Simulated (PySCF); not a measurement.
# C₇H₁₁Cl: circular dichroism and optical rotation

What do calculations give for the circular dichroism and optical rotation of C₇H₁₁Cl (`ClCC[C@]12CC[C@H]1C2`)?

Programs: PySCF 2.14.0, with routines of our own; each step states its level. All values are computed. Atoms count from 0.

## 1. The system as given

19 atoms, charge 0, multiplicity 1; geometry from: GFN2-xTB.

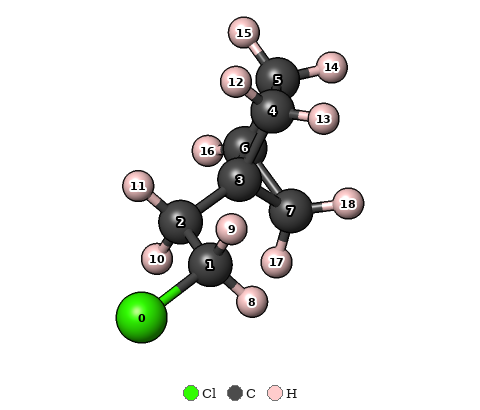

The starting geometry (chlorine green, carbon dark grey, hydrogen pink).

## 2. Circular dichroism and optical rotation: TDDFT CAM-B3LYP/def2-SVPD

The job: settings as JSON, then the geometry in Å.

```
{"job": {"kind": "ecd", "xc": "CAM-B3LYP", "basis": "def2-SVPD", "nstates": 12}, "charge": 0, "multiplicity": 1}
Cl     3.830282    -0.978802     0.542010
C      2.337529    -0.020131     0.342695
C      1.137804    -0.925157     0.097759
C     -0.101168    -0.098548    -0.100751
C     -0.853313     0.618780     1.019523
C     -2.187193     0.265140     0.327746
C     -1.409191    -0.435348    -0.777800
C     -0.461969     0.541998    -1.407360
H      2.499985     0.649403    -0.501615
H      2.211959     0.561419     1.255788
H      1.315497    -1.537403    -0.789181
H      1.007700    -1.596325     0.950418
H     -0.736619     0.138047     1.988042
H     -0.635630     1.681852     1.120378
H     -2.791757     1.111469     0.002090
H     -2.806341    -0.409182     0.914722
H     -1.721876    -1.340415    -1.271483
H      0.075543     0.191969    -2.276440
H     -0.721046     1.590485    -1.444002
```

With the program's defaults for keys left out, this is: TDDFT CAM-B3LYP/def2-SVPD circular dichroism and optical rotation, one conformer, gas phase.

Command:

```bash
$ OMP_NUM_THREADS=1 python excited_run.py task.json out
```

This one command runs all jobs of the session in turn.

Standard output:

```text
coarse grid: 16048 points
cycle   1  E = -732.8990039747  dE =  1.385e+00  |g| = 3.318e-01  |ddm| = 8.187e+00
cycle   2  E = -732.9144978362  dE = -1.549e-02  |g| = 2.807e-01  |ddm| = 1.585e+00
cycle   3  E = -732.9336916724  dE = -1.919e-02  |g| = 4.554e-02  |ddm| = 7.558e-01
cycle   4  E = -732.9341643870  dE = -4.727e-04  |g| = 2.023e-02  |ddm| = 1.674e-01
cycle   5  E = -732.9342655935  dE = -1.012e-04  |g| = 3.624e-03  |ddm| = 5.784e-02
cycle   6  E = -732.9342689611  dE = -3.368e-06  |g| = 1.079e-03  |ddm| = 1.218e-02
final grid: 149296 points
cycle   7  E = -733.0397190244  dE = -5.346e-05  |g| = 4.456e-03  |ddm| = 1.763e-01
cycle   8  E = -733.0397191211  dE = -9.666e-08  |g| = 4.565e-03  |ddm| = 2.582e-02
cycle   9  E = -733.0397244046  dE = -5.283e-06  |g| = 3.444e-04  |ddm| = 1.030e-02
cycle  10  E = -733.0397244268  dE = -2.222e-08  |g| = 2.219e-04  |ddm| = 1.616e-03
cycle  11  E = -733.0397244388  dE = -1.207e-08  |g| = 2.737e-05  |ddm| = 6.511e-04
cycle  12  E = -733.0397244391  dE = -2.074e-10  |g| = 1.051e-05  |ddm| = 1.190e-04
converged SCF energy = -733.0397244391

Singlet excitations and rotatory strengths (1e-40 esu^2 cm^2)
state   eV       nm     f(len)   f(vel)    R(len)    R(vel)   main configurations
  1   7.2081   172.0  0.02185  0.02153    20.023    19.730   H->L 0.72
  2   7.4298   166.9  0.00181  0.00277     0.498     0.704   H-2->L 0.36, H-2->L+1 0.18, H-2->L+3 0.14
  3   7.4551   166.3  0.01280  0.01406    -6.558    -6.998   H->L+1 0.62, H-3->L 0.11, H->L 0.09
  4   7.6859   161.3  0.01445  0.01630    29.244    31.345   H->L+1 0.22, H->L 0.11, H-1->L 0.10
  5   7.9508   155.9  0.01325  0.01509    -2.602    -2.934   H-1->L 0.68, H-1->L+1 0.10
  6   7.9558   155.8  0.01479  0.01493   -36.358   -35.942   H->L+2 0.43, H->L+4 0.31, H->L+3 0.12
  7   8.0520   154.0  0.01700  0.01615    -0.055     2.079   H->L+4 0.53, H->L+2 0.23, H->L+3 0.12
  8   8.1904   151.4  0.06243  0.06126    27.374    25.457   H->L+3 0.23, H-3->L 0.20, H-1->L+1 0.14
  9   8.2384   150.5  0.02897  0.02849    12.979    13.572   H-2->L+3 0.33, H-2->L 0.23, H-2->L+2 0.18
 10   8.2898   149.6  0.01690  0.01730   -26.357   -25.745   H-1->L+1 0.52, H-3->L 0.09
 11   8.5195   145.5  0.02070  0.02125   -12.324   -12.684   H-1->L+2 0.43, H-1->L+4 0.34
 12   8.5861   144.4  0.01224  0.01082    -2.028    -2.314   H->L+6 0.23, H->L+5 0.19, H->L+7 0.15

Specific rotation (deg / (dm g/mL))
    nm     length   length(OI)   velocity    alpha(len)  alpha(vel)
  633.0      41.90      43.21      49.29       93.488     93.829
  589.3      49.41      50.93      58.04       93.782     94.126
  546.0      59.13      60.93      69.34       94.150     94.497
  436.0     103.68     106.68     120.73       95.671     96.031
  405.0     126.41     129.98     146.75       96.362     96.728
  365.0     169.97     174.57     196.31       97.562     97.940
  355.0     184.69     189.63     212.98       97.937     98.318
```

Run time: 2.6 min. Hardware: 1 thread of Arm Neoverse V1, shared host; peak memory 1.2 GiB.

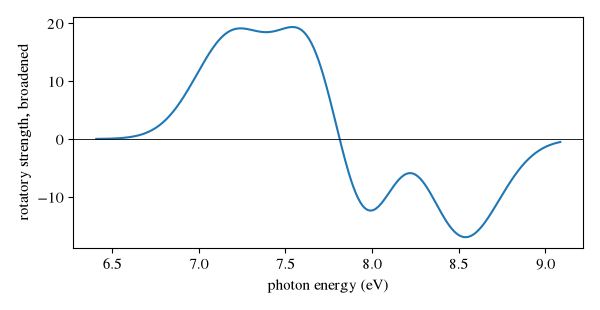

Circular dichroism: velocity-form rotatory strengths under Gaussians of 0.3 eV half-width at 1/e.

## 3. Summary of results

| quantity | value |
| --- | --- |
| state of largest rotatory strength (velocity form) among 12 (step 2, TDDFT CAM-B3LYP/def2-SVPD) | 7.96 eV, R = -35.9 (velocity), -36.4 (length) ·10⁻⁴⁰ esu² cm² |
| specific rotation at 633.0 nm (step 2, TDDFT CAM-B3LYP/def2-SVPD) | 49.3 (velocity), 41.9 (length) |

Rotations belong to one conformer. The length form depends on the origin in a finite basis.
